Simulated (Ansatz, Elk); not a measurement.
# InPb3C: X-ray structure factors from the self-consistent density

Structure refinements treat a crystal as free atoms side by side. For a made-up structure of InPb3C (cell and positions from a r2SCAN relaxation) the runs below show what the calculated density changes in F(hkl).

Program: Elk 11.2.3 (patched build). Level of theory: DFT, PBE, all-electron APW+lo, Dirac cores, scalar-relativistic bands, static density, no spin. Results are calculated unless marked as measured.

The structure was built from a prototype and need not be the compound's stable phase.

**1. The structure**

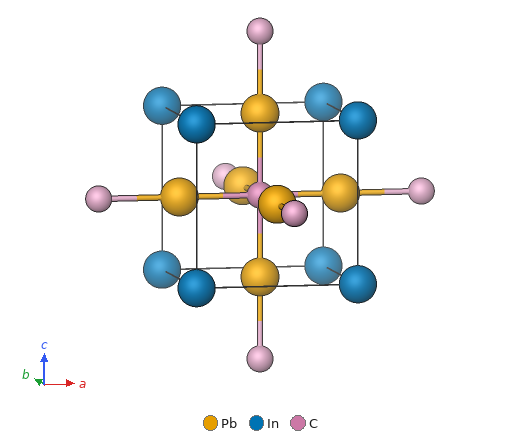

The starting structure, seen slightly off an axis (lead orange, indium blue, carbon pink). Some periodic images of atoms are drawn too.

**2. Ground state and structure factors**

An all-electron density is needed, since X-rays see the cores too. Task 0 finds the density and task 195 Fourier-transforms it; tshift is off so that phases refer to the origin typed.

Input file elk.in:

```
tasks
  0
  195

xctype
  20

spinpol
  .false.

rgkmax
  7.0

gmaxvr
  14.0

lmaxo
  7

lmaxapw
  8

swidth
  0.002

tshift
  .false.

ramdisk
  .false.

hmaxvr
  5.5

maxscl
  120

epspot
  1e-06

sppath
  './'

avec
  9.60645391508 -0.00000000000 -0.00000000000
  -0.00000000000 9.60645391508 -0.00000000000
  -0.00000000000 -0.00000000000 9.60645391508

atoms
  3
  'Pb.in'
  3
  0.0000000000 0.5000000000 0.5000000000   0.000000 0.000000 0.000000
  0.5000000000 0.0000000000 0.5000000000   0.000000 0.000000 0.000000
  0.5000000000 0.5000000000 0.0000000000   0.000000 0.000000 0.000000
  'In.in'
  1
  -0.0000000000 -0.0000000000 -0.0000000000   0.000000 0.000000 0.000000
  'C.in'
  1
  0.5000000000 0.5000000000 0.5000000000   0.000000 0.000000 0.000000

ngridk
  5 5 5
```

Started as:

```
OMP_NUM_THREADS=4 elk
```

Numbers of over 12 decimals in the logs are rounded to 6 here.

What it wrote:

```text
┌─────────────────────────┐
│ Elk code version 11.2.3 │
└─────────────────────────┘

All units are atomic (Hartree, Bohr, etc.)

┌─────────────────────────────────────────────────┐
│ Ground-state run starting from atomic densities │
└─────────────────────────────────────────────────┘

Lattice vectors :
   9.606453915      -0.000000000      -0.000000000
  -0.000000000       9.606453915      -0.000000000
  -0.000000000      -0.000000000       9.606453915

Reciprocal lattice vectors :
  0.6540587570       0.000000000       0.000000000
   0.000000000      0.6540587570       0.000000000
   0.000000000       0.000000000      0.6540587570

Unit cell volume      :    886.5215783
Brillouin zone volume :   0.2798016647

Muffin-tin inner radius fraction :   0.1000000000E-01

Nuclei treated as point charges

Species : 1 (Pb)
 parameters loaded from : Pb.in
 name : lead
 nuclear charge    :   -82.00000000
 electronic charge :    82.00000000
 atomic mass :    377702.4943
 muffin-tin radius :    2.800000000
 number of radial points in muffin-tin :   1393
 inner part over the whole radius :   0.9993555083E-02
 number on inner part of muffin-tin    :   1001
 approximate nuclear radius :   0.1047603524E-03
 number of mesh points to nuclear radius :    525
 atomic positions (lattice), magnetic fields (Cartesian) :
  1 :   0.00000000  0.50000000  0.50000000    0.00000000  0.00000000  0.00000000
  2 :   0.50000000  0.00000000  0.50000000    0.00000000  0.00000000  0.00000000
  3 :   0.50000000  0.50000000  0.00000000    0.00000000  0.00000000  0.00000000

Species : 2 (In)
 parameters loaded from : In.in
 name : indium
 nuclear charge    :   -49.00000000
 electronic charge :    49.00000000
 atomic mass :    209300.4102
 muffin-tin radius :    2.600000000
 number of radial points in muffin-tin :   1193
 inner part over the whole radius :   0.9943151076E-02
 number on inner part of muffin-tin    :    850
 approximate nuclear radius :   0.8768807633E-04
 number of mesh points to nuclear radius :    427
 atomic positions (lattice), magnetic fields (Cartesian) :
  1 :   0.00000000  0.00000000  0.00000000    0.00000000  0.00000000  0.00000000

Species : 3 (C)
 parameters loaded from : C.in
 name : carbon
 nuclear charge    :   -6.000000000
 electronic charge :    6.000000000
 atomic mass :    21894.16674
 muffin-tin radius :    1.800000000
 number of radial points in muffin-tin :    593
 inner part over the whole radius :   0.9914778686E-02
 number on inner part of muffin-tin    :    406
 approximate nuclear radius :   0.4747601631E-04
 number of mesh points to nuclear radius :    166
 atomic positions (lattice), magnetic fields (Cartesian) :
  1 :   0.50000000  0.50000000  0.50000000    0.00000000  0.00000000  0.00000000

Total number of atoms per unit cell :    5
Total muffin-tin volume :    373.9081688
 ratio of muffin-tin to unit cell volume :   0.4217699580

Spin treatment :
 spin-unpolarised

Number of Bravais lattice symmetries :   48
Number of crystal symmetries         :   48
Crystal has inversion symmetry
Real symmetric eigensolver will be used

k-point grid :      5     5     5
k-point offset :    0.000000000       0.000000000       0.000000000
k-point set is reduced with full crystal symmetry group
Total number of k-points :       10

Muffin-tin radius times maximum |G+k| :    7.000000000
 using average radius
Maximum |G+k| for APW functions       :    2.734375000
Maximum (1/2)|G+k|²                   :    3.738403320
Maximum |G| for potential and density :    14.00000000
Constant for pseudocharge density :   10
 order of it for each species :   17  17  17
 order of it for pair densities of each species (exact exchange by exxq0 0: 18) :   12  10   4
Radial integration step length :    1

G-vector grid sizes :     45    45    45
Number of G-vectors :    41155

Maximum angular momentum used for
 APW functions            :    8
 outer part of muffin-tin :    7
 inner part of muffin-tin :    2

Total nuclear charge    :   -301.0000000
[...]
Density of states at Fermi energy :    127.0213816
 (states/Hartree/unit cell)

Estimated indirect band gap :   0.1553632990E-02
 from k-point 9 to k-point 3
Estimated direct band gap   :   0.1508983352E-01
 at k-point 5

Charges :
 core                        :    236.0000000
 valence                     :    65.00000000
 interstitial                :    7.400401857
 muffin-tins (core leakage)
  species : 1 (Pb)
   atom 1                    :    80.12748745     (  0.1237573068E-02)
[...]
species : 2 (In)
[...]
species : 3 (C)
[...]
total in muffin-tins        :    293.5995981
 total calculated charge     :    300.9934180
 total charge                :    301.0000000
 error                       :   0.6581995215E-02

RMS change in Kohn-Sham potential (target) :    1.074114542     (  0.1000000000E-05)
Absolute change in total energy (target)   :   0.7754934442E-02 (  0.1000000000E-03)

[... loops 3 to 17 left out ...]

┌──────────────────┐
│ Loop number : 18 │
└──────────────────┘

Energies :
 Fermi                       :     0.206932
 sum of occupied eigenvalues :     -42400.698734268
 electron kinetic            :      79329.123958307
 core electron kinetic       :      78723.719844838
 Coulomb                     :     -146699.97976146
 Coulomb potential           :     -119981.52981966
 nuclear-nuclear             :     -5332.2416297550
 electron-nuclear            :     -162843.80138717
 Hartree                     :      21476.063255468
 Madelung                    :     -86709.214851627
 xc potential                :     -1748.2928729176
 exchange                    :     -1318.3087287274
 correlation                 :     -17.995244831484
 electron entropic           :    -0.24954411085297E-02
 total energy                :     -68707.162272148

Density of states at Fermi energy :    200.4522074
 (states/Hartree/unit cell)

Estimated indirect band gap :   0.8861538925E-03
 from k-point 4 to k-point 8
Estimated direct band gap   :   0.1397552218E-01
 at k-point 5

Charges :
 core                        :    236.0000000
 valence                     :    65.00000000
 interstitial                :    7.889674718
 muffin-tins (core leakage)
  species : 1 (Pb)
[...]
species : 2 (In)
[...]
species : 3 (C)
[...]
total in muffin-tins        :    293.1103253
 total calculated charge     :    300.9942049
 total charge                :    301.0000000
 error                       :   0.5795145520E-02

RMS change in Kohn-Sham potential (target) :   0.5125724634E-06 (  0.1000000000E-05)
Absolute change in total energy (target)   :   0.7608515443E-04 (  0.1000000000E-03)

Convergence targets achieved

┌──────────────────┐
│ Loop number : 19 │
└──────────────────┘

Energies :
 Fermi                       :     0.206932
 sum of occupied eigenvalues :     -42400.698709082
 electron kinetic            :      79329.123941609
 core electron kinetic       :      78723.719807779
 Coulomb                     :     -146699.97973130
 Coulomb potential           :     -119981.52978598
 nuclear-nuclear             :     -5332.2416297550
 electron-nuclear            :     -162843.80135811
 Hartree                     :      21476.063256563
 Madelung                    :     -86709.214838306
 xc potential                :     -1748.2928647094
 exchange                    :     -1318.3087281176
 correlation                 :     -17.995244839830
 electron entropic           :    -0.24954374319222E-02
 total energy                :     -68707.162258083

Density of states at Fermi energy :    200.4518227
 (states/Hartree/unit cell)

Estimated indirect band gap :   0.8862002336E-03
 from k-point 4 to k-point 8
Estimated direct band gap   :   0.1397550326E-01
 at k-point 5

Charges :
 core                        :    236.0000000
 valence                     :    65.00000000
 interstitial                :    7.889674860
 muffin-tins (core leakage)
  species : 1 (Pb)
[...]
atom 3                    :    80.31985214     (  0.1182880283E-02)
  species : 2 (In)
   atom 1                    :    47.23824110     (  0.1271237884E-03)
  species : 3 (C)
   atom 1                    :    4.912527621     (  0.3362607778E-05)
 total in muffin-tins        :    293.1103251
 total calculated charge     :    300.9942049
 total charge                :    301.0000000
 error                       :   0.5795143180E-02

┌──────────────────────────────┐
│ Self-consistent loop stopped │
└──────────────────────────────┘

Warning : the lowest level lies among the core levels :   -2.499182488      -2.569268659

Warning : core states of species 1 leak from the muffin-tin :   0.1182880283E-02

Warning : core states of species 2 leak from the muffin-tin :   0.1271237884E-03

Wrote STATE.OUT
```

Wall time 24 s (4 threads of AMD EPYC 9B14 (Zen 4), shared host); peak memory 0.25 GiB.

SFACRHO.OUT:

```text

h k l indices transformed by vhmat matrix:
   1.000000000       0.000000000       0.000000000    
   0.000000000       1.000000000       0.000000000    
   0.000000000       0.000000000       1.000000000    

      h      k      l  multipl.   |H|            Re(F)            Im(F)           |F|

      0      0      0      1   0.0000000       301.00000      0.33807509E-15   301.00000    
      0      0      1      6  0.65405876      -37.260456      0.19639733E-13   37.260456    
      0     -1      1     12  0.92497876      -26.471559     -0.36223095E-14   26.471559    
     -1     -1     -1      8   1.1328630       252.79002      0.50961369E-13   252.79002    
      0      0     -2      6   1.3081175       252.72257      0.34963477E-13   252.72257    
     -1     -2      0     24   1.4625198      -32.887521     -0.17709500E-13   32.887521    
     -2      1      1     24   1.6021102      -25.942506     -0.32576850E-13   25.942506    
     -2      2      0     12   1.8499575       227.86556      0.67474673E-14   227.86556    
     -2      1     -2     24   1.9621763      -30.261272      0.14353108E-13   30.261272    
     -3      0      0      6   1.9621763      -30.324896     -0.46677337E-13   30.324896    
      0      3     -1     24   2.0683154      -25.046242     -0.52569556E-15   25.046242    
      3     -1      1     24   2.1692675       209.84939     -0.46078508E-13   209.84939    
      2      2      2      8   2.2657260       210.53173     -0.88142144E-13   210.53173    
      0      3     -2     24   2.3582424      -28.629966      0.42679777E-13   28.629966    
     -3      1      2     48   2.4472638      -24.176663      0.27694696E-13   24.176663    
      4      0      0      6   2.6162350       197.26238     -0.54990861E-13   197.26238    
     -1      0      4     24   2.6967533      -27.379323     -0.12574391E-13   27.379323    
      2     -3     -2     24   2.6967533      -27.353143     -0.35324372E-13   27.353143
```

Elk indexes on the primitive cell of elk.in and gives |H| = 4π sin θ/λ in inverse bohr. Below, one row stands for each form hkl of the conventional cell (m members, Friedel mates merged), F is for one primitive cell and the density is static (no thermal factor). Free-atom factors are Waasmaier and Kirfel's, and R is Σm||F|−|F'||/Σm|F|.

```tsv
hkl	m	sin θ/λ (Å⁻¹)	abs F, DFT	neutral atoms	diff.
100	6	0.098	37.261	37.239	+0.021
110	12	0.139	26.472	26.796	-0.324
111	8	0.170	252.790	253.302	-0.512
200	6	0.197	252.723	252.844	-0.121
210	24	0.220	32.888	32.730	+0.158
211	24	0.241	25.942	25.909	+0.033
220	12	0.278	227.866	227.927	-0.061
221	24	0.295	30.261	30.293	-0.032
300	6	0.295	30.325	30.293	+0.032
310	24	0.311	25.046	24.999	+0.048
311	24	0.326	209.849	209.808	+0.041
222	8	0.341	210.532	210.556	-0.024
320	24	0.355	28.630	28.647	-0.017
321	48	0.368	24.177	24.140	+0.036
400	6	0.393	197.262	197.245	+0.017
410	24	0.406	27.379	27.386	-0.007
322	24	0.406	27.353	27.386	-0.033
330	12	0.417	23.306	23.335	-0.029
```

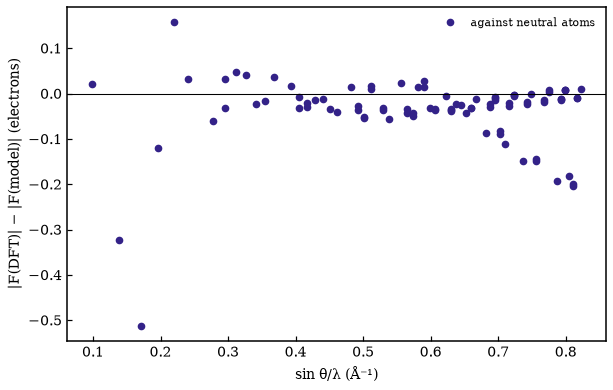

Difference between the calculated structure factors and the independent-atom ones.

**3. The highest occupied states alone**

An energy window below the Fermi level keeps the highest occupied states, to see at which angles they scatter; shallow core shells can lie inside it and anion s states outside. No new self-consistency is needed.

Changes to elk.in since step 2:

```diff
@@ -1,3 +1,2 @@
 tasks
-  0
   195
@@ -40,2 +39,5 @@
 
+wsfac
+  -0.344310 0.506930
+
 sppath
```

Started as:

```
OMP_NUM_THREADS=4 elk
```

What it wrote:

```text
┌─────────────────────────────────┐
│ Elk code version 11.2.3 started │
└─────────────────────────────────┘

Info(readinput): the functional depends on the density's gradient
 muffin-tin radial points multiplied by    2.00000
 (not where nrmtscf is given)

┌────────────────────┐
│ Current task : 195 │
└────────────────────┘

Info(sfacrho): density structure factors written to SFACRHO.OUT

 Energy window :  -0.3443100000      0.5069300000

┌──────────────────┐
│ Elk code stopped │
└──────────────────┘
```

Elapsed: 11 s, on 4 threads; peak memory 0.17 GiB.

States within 15 eV below the Fermi level hold 29.00 electrons; any levels below the window count with the cores. Their amplitudes can exceed the total, where window and core parts have opposite phase:

```tsv
hkl	sin θ/λ (Å⁻¹)	abs F, window	abs F, all
100	0.098	5.034	37.261
110	0.139	10.149	26.472
111	0.170	6.841	252.790
200	0.197	8.920	252.723
210	0.220	3.993	32.888
211	0.241	6.062	25.942
220	0.278	4.440	227.866
221	0.295	2.991	30.261
300	0.295	2.956	30.325
310	0.311	3.737	25.046
```

**4. Another functional**

The difference from free atoms is small, so it is set against the change that LDA (Perdew-Wang) makes.

Changes to elk.in since step 3:

```diff
@@ -1,2 +1,3 @@
 tasks
+  0
   195
@@ -4,3 +5,3 @@
 xctype
-  20
+  3
 
@@ -39,5 +40,2 @@
 
-wsfac
-  -0.344310 0.506930
-
 sppath
```

Started as:

```
OMP_NUM_THREADS=4 elk
```

What it wrote:

```text
┌─────────────────────────┐
│ Elk code version 11.2.3 │
└─────────────────────────┘

All units are atomic (Hartree, Bohr, etc.)

┌─────────────────────────────────────────────────┐
│ Ground-state run starting from atomic densities │
└─────────────────────────────────────────────────┘

Lattice vectors :
   9.606453915      -0.000000000      -0.000000000
  -0.000000000       9.606453915      -0.000000000
  -0.000000000      -0.000000000       9.606453915

Reciprocal lattice vectors :
  0.6540587570       0.000000000       0.000000000
[...]
species : 3 (C)
   atom 1                    :    4.888109455     ( -0.3865409179E-06)
 total in muffin-tins        :    293.1702224
 total calculated charge     :    300.9942065
 total charge                :    301.0000000
 error                       :   0.5793547128E-02

┌──────────────────────────────┐
│ Self-consistent loop stopped │
└──────────────────────────────┘

Warning : the lowest level lies among the core levels :   -2.500813130      -2.575575047

Warning : core states of species 1 leak from the muffin-tin :   0.1190985281E-02

Warning : core states of species 2 leak from the muffin-tin :   0.1251442024E-03

Wrote STATE.OUT
[key lines of the parts left out:]
total energy                :     -68667.924410174
```

The job ended after 13 s (4 threads; peak memory 0.18 GiB; 27 s of CPU time).

Against the first run R = 0.02 %; the largest change is -0.059 at 220.

**5. Basis size**

The basis and the expansions that go with it are enlarged, to see whether the differences are converged.

Changes to elk.in since step 4:

```diff
@@ -5,3 +5,3 @@
 xctype
-  3
+  20
 
@@ -11,12 +11,12 @@
 rgkmax
-  7.0
+  8.5
 
 gmaxvr
-  14.0
+  18.0
 
 lmaxo
-  7
+  9
 
 lmaxapw
-  8
+  10
```

Started as:

```
OMP_NUM_THREADS=4 elk
```

What it wrote:

```text
┌─────────────────────────┐
│ Elk code version 11.2.3 │
└─────────────────────────┘

All units are atomic (Hartree, Bohr, etc.)

┌─────────────────────────────────────────────────┐
│ Ground-state run starting from atomic densities │
└─────────────────────────────────────────────────┘

Lattice vectors :
   9.606453915      -0.000000000      -0.000000000
  -0.000000000       9.606453915      -0.000000000
  -0.000000000      -0.000000000       9.606453915

Reciprocal lattice vectors :
  0.6540587570       0.000000000       0.000000000
[...]
species : 3 (C)
   atom 1                    :    4.932154252     (  0.3372540327E-05)
 total in muffin-tins        :    293.1540056
 total calculated charge     :    300.9967020
 total charge                :    301.0000000
 error                       :   0.3297974588E-02

┌──────────────────────────────┐
│ Self-consistent loop stopped │
└──────────────────────────────┘

Warning : the lowest level lies among the core levels :   -2.489085321      -2.558674753

Warning : core states of species 1 leak from the muffin-tin :   0.1182224121E-02

Warning : core states of species 2 leak from the muffin-tin :   0.1271029276E-03

Wrote STATE.OUT
[key lines of the parts left out:]
total energy                :     -68707.191220812
```

Elapsed: 55 s, on 4 threads; peak memory 0.48 GiB.

Against the first run R = 0.01 %; the largest change is -0.016 at 311.

**6. Settings against the effect**

```tsv
run	R against the first run (%)	R against neutral atoms, low angle (%)	wall time
PBE, rgkmax 7	0.00	0.17	24 s
LDA (Perdew-Wang)	0.02	0.17	13 s
rgkmax 8.5 with larger expansions	0.01	0.16	55 s
```

**7. Outcome**

| Quantity | Value |
| --- | --- |
| R against neutral atoms, sin θ/λ < 0.3 Å⁻¹ | 0.17 % |
| R against neutral atoms, 0.3 to 0.82 Å⁻¹ | 0.07 % |

What this shows: Independent neutral atoms miss the calculated amplitudes by R = 0.17 % below 0.3 Å⁻¹ and 0.07 % from there to 0.82 Å⁻¹; by shells, 0.74 % below 0.15 Å⁻¹ (2 forms), 0.13 % 0.15 to 0.3 (7 forms), 0.03 % 0.3 to 0.45 (12 forms), 0.08 % above 0.45 (70 forms). Bonding, aspherical density and the tables' own atoms all enter these figures, and the runs don't part them. The largest change of an amplitude is -0.51 electrons, at 111. The window's part falls from 29.0 electrons at the origin to at most 0.80 between 0.45 and 0.82 Å⁻¹, where compact states inside the window still scatter. The window holds more than the 19 outer electrons of the free atoms, so shallow core shells lie inside it. Below 0.3 Å⁻¹ the changes that finished (LDA (Perdew-Wang) and rgkmax 8.5 with larger expansions) move F by R = 0.02 % at most, against the 0.17 % that separates it from free atoms. The k-mesh has no finished test. Spin-orbit coupling is left out, which can matter for elements this heavy. Part of the difference isn't bonding: the tables are fits to free atoms and ions calculated by other methods than this functional. Thermal motion, anomalous dispersion and extinction are left out.

[Logs are printed without paths, hosts, clocks, repeated set-up lines and the standing remarks that a program may print on its own settings, such as how far it seeks lower states.]

[Hosts, paths, dates, database ids (printed as entryN), source tags and the programs' standing remarks are cut or masked in the printed files.]
